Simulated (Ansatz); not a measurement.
System: CH₂InN (SMILES [CH-]1[NH][In+]1).

Input

```
basis:
  gaussian: {orbitals: def2-TZVPD}
crystal:
  periodic: [false, false, false]
  atoms:
    - {symbol: C, position_ang: [0.859956, 0.639809, -0.326383]}
    - {symbol: In, position_ang: [0.851919, -1.473997, -1.330684]}
    - {symbol: N, position_ang: [-0.300864, 0.186966, 0.021075]}
    - {symbol: H, position_ang: [-0.925767, 0.779480, 0.606819]}
    - {symbol: H, position_ang: [1.192237, 1.661040, -0.000417]}
hamiltonian: {xc: pbe0}
output: {forces: true, orbitals: {seedname: orbitals}}
```

Run with:

```sh
ansatz run input.yaml --threads 1 --pin off --max-ram 2610MiB --events-out events.jsonl --progress --plain --runs-dir runs
```

Geometry: PBE-D3(BJ)/def2-SVP; core potentials replace the inner electrons of In.

These are results of Ansatz 0.2.0, isolated molecule in a Gaussian basis; Kohn-Sham density functional theory, functional PBE0, not measurements.

Question: What can the converged electron density and electron localisation function tell about the bonding?

Answer: C–N (1.29 Å): the density is about 2.7 e/Å³ at the midpoint; the ELF peaks at about 0.90 between the atoms (localised, covalent bonding).
C–In (2.34 Å): the density is about 0.41 e/Å³ at the midpoint; the ELF peaks at about 0.85 in the valence shell of C, 0.7 Å from its nucleus, and drops to about 0.15 between the two atoms.
In–N (2.43 Å): ρ at the midpoint is about 0.29 e/Å³; the ELF is about 0.10 at the midpoint.
N–H (1.04 Å): the density is about 2.7 e/Å³ at the midpoint; the ELF climbs to about 1 towards the hydrogen, as it does in any bond to H: an ordinary covalent bond to hydrogen.

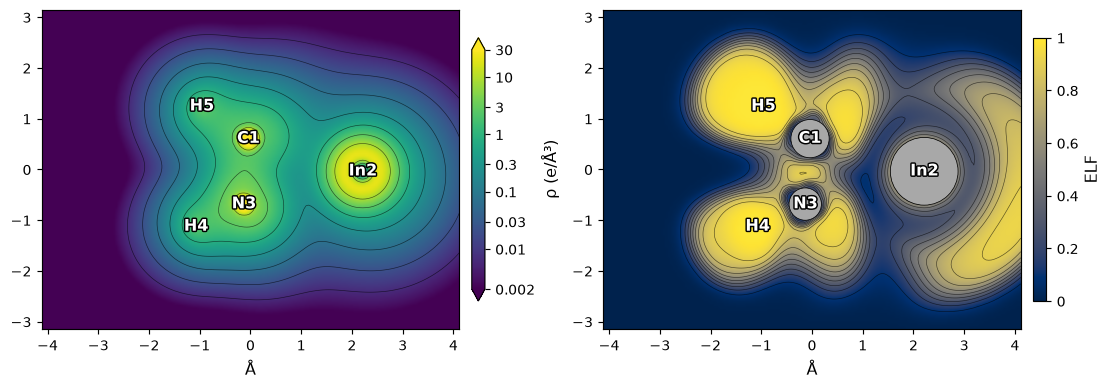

Computed electron density and electron localisation function on the molecular plane, in this order. Grey discs cover the atomic cores in the ELF map. 
